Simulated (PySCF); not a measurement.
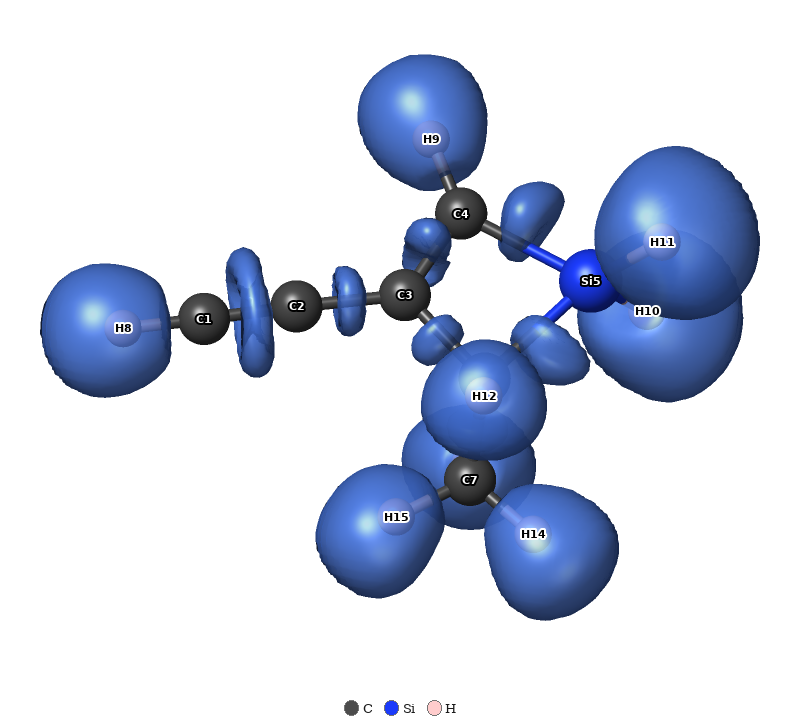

Figure 1: C₆H₈Si. Isosurface of the ELF at 0.85 (blue), seen across its widest extent. Only the valence region is drawn (cores and ρ < 0.01 e/Å³ removed).

Geometry: GFN2-xTB.

Method: PBE0/pcSseg-1, SCF density, gas phase, non-relativistic in PySCF 2.14.0.

```yaml
atoms:
  - { symbol: C, position_ang: [2.5877, 0.0399, 1.5025] }
  - { symbol: C, position_ang: [1.6257, -0.2724, 0.8507] }
  - { symbol: C, position_ang: [0.4839, -0.5960, 0.1069] }
  - { symbol: C, position_ang: [0.1956, -1.7038, -0.6052] }
  - { symbol: Si, position_ang: [-1.4924, -1.0864, -1.1641] }
  - { symbol: C, position_ang: [-0.7278, 0.3048, -0.0530] }
  - { symbol: C, position_ang: [-0.4072, 1.6517, -0.6826] }
  - { symbol: H, position_ang: [3.4354, 0.2953, 2.0659] }
  - { symbol: H, position_ang: [0.8210, -2.5755, -0.7179] }
  - { symbol: H, position_ang: [-1.6465, -0.7406, -2.5761] }
  - { symbol: H, position_ang: [-2.6820, -1.7538, -0.6376] }
  - { symbol: H, position_ang: [-1.2217, 0.4729, 0.9079] }
  - { symbol: H, position_ang: [0.0964, 1.5149, -1.6380] }
  - { symbol: H, position_ang: [-1.3191, 2.2213, -0.8529] }
  - { symbol: H, position_ang: [0.2465, 2.2357, -0.0342] }
```

What do the ELF domains correspond to?

Answer. The surface consists of five regions between bonded C–C atoms (shared pairs), two regions between bonded C–Si atoms (shared pairs) and eight regions around hydrogen nuclei. Profiles from the grid: C–C (1.20 Å): the ELF peaks at about 0.85 between the atoms (a multiple bond). C–Si (1.88 Å): the ELF peaks at about 0.95 between the atoms (a shared electron pair).
